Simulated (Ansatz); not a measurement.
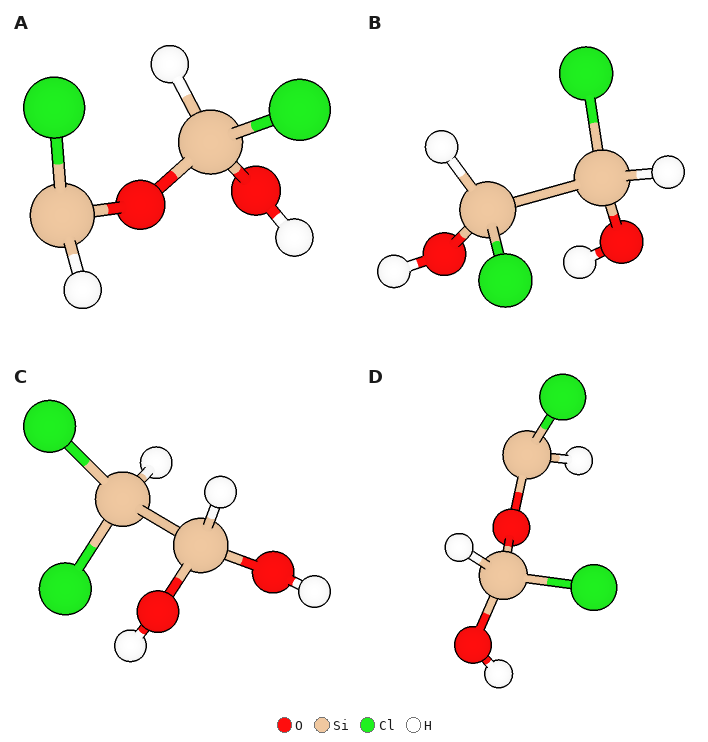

The picture comes from a calculation with Ansatz.

**Which panel belongs to which SMILES?**
(1) O[Si@@H](Cl)O[SiH]Cl
(2) O[Si@@H](Cl)[Si@@H](O)Cl
(3) O[SiH](O)[SiH](Cl)Cl
(4) O[Si@H](Cl)O[SiH]Cl

A is (4), B is (2), C is (3), D is (1).
